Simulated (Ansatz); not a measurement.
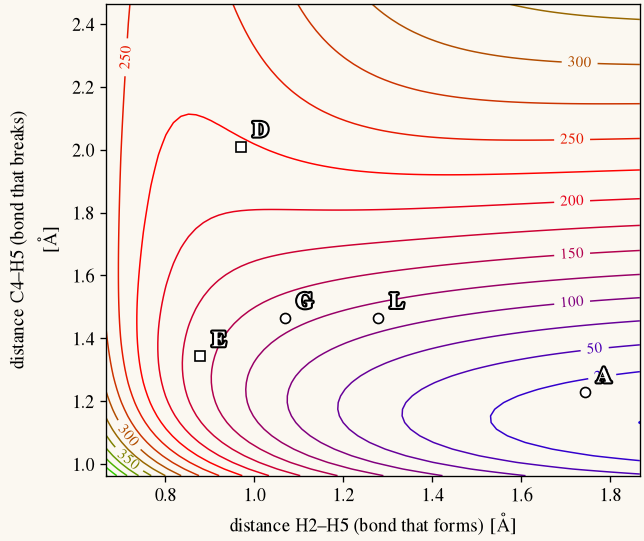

The reacting system CH₄AlClO (fragments CH₄AlClO where the first distance is long, CH₂AlClO + H₂ where the second is long). 
- First axis: distance H2–H5 (bond that forms). Second axis: distance C4–H5 (bond that breaks).
- Relaxed at each point: all other coordinates.
- The scan uses a 13 × 13 grid.
- Points are written as (first, second).
- All energies are given in kJ/mol relative to the lowest grid point.
- The reference is spin-restricted, so regions where a bond is pulled apart into radicals lie too high.
- Theory: RKS SPW92 (LDA)/def2-SVP (Ansatz 0.2.0).

In the figure: contour lines labelled in kJ/mol, lettered points. Between grid points the surface is interpolated.

Question: Rank the lettered points by energy, lowest first.

Answer: A (16 kJ/mol), L (112 kJ/mol), G (134 kJ/mol), E (160 kJ/mol), D (222 kJ/mol).

Question: What kind of point is each of A, D, E, G, L: minimum, saddle, maximum or slope?

Answer: A: on a slope; D: on a slope; E: on a slope; G: on a slope; L: on a slope. (In these two coordinates alone; a stationary point may lie a little off the grid point.)
